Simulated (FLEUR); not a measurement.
Band structure of SiNi (Pmmn, 4 atoms in the cell).

```
SiNi
1.0
    2.95307     0.00000     0.00000
    0.00000     3.29181     0.00000
    0.00000     0.00000     4.69382
Si Ni
2 2
Direct
  0.00000   0.00000   0.15686
  0.50000   0.50000   0.84314
  0.00000   0.00000   0.65750
  0.50000   0.50000   0.34250
```

Method of the run: PBEsol, all-electron FLAPW (FLEUR), scalar-relativistic valence run with FLEUR.

Settings: Kmax = 4.3 1/bohr; GmaxXC = 12.9 1/bohr; xcFunctional = PBEs; jspins = 1; l_soc = F; mode = hist; fermiSmearingEnergy = 0.00183747 Htr; mesh (inpgen div1-3) = 8 7 5; inpgen gamma flag = true; Gmax = 12.9 1/bohr; numbands = 0; maxIterBroyd = 40; imix = Anderson; alpha = 0.05.

The starting cell comes from a database of computed structures (which also holds hypothetical and non-ambient phases and stackings), without a prior relaxation at this level. Its lattice was rescaled by a random factor within 2.5 % of one. Spin polarisation is off. Values depend on the basis (sphere radii, cutoffs, local orbitals), which need not be converged.

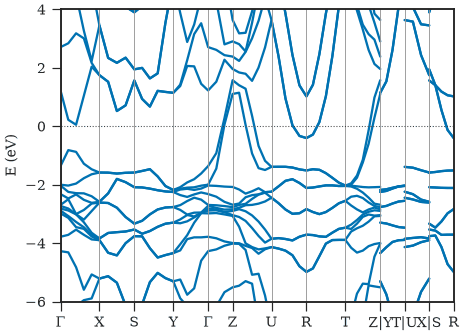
*Bands along the path, energies from the Fermi level.*

Levels in eV from the Fermi level, bands 17 to 24:
```tsv
point	17	18	19	20	21	22	23	24
Γ	-2.32	-2.03	-2.00	-1.36	1.22	2.71	5.17	5.56
X	-2.59	-2.59	-1.58	-1.58	1.75	1.75	3.45	3.45
S	-2.09	-2.09	-1.59	-1.59	1.57	1.57	1.95	1.95
Y	-2.25	-2.25	-2.18	-2.18	1.14	1.14	4.98	4.98
Z	-2.69	-2.08	1.10	1.57	1.96	2.38	2.90	3.64
U	-2.24	-2.24	-1.39	-1.39	3.63	3.63	5.29	5.29
R	-2.11	-2.11	-1.51	-1.51	-0.41	-0.41	1.02	1.02
T	-2.04	-2.04	-2.03	-2.03	5.23	5.23	5.39	5.39
```
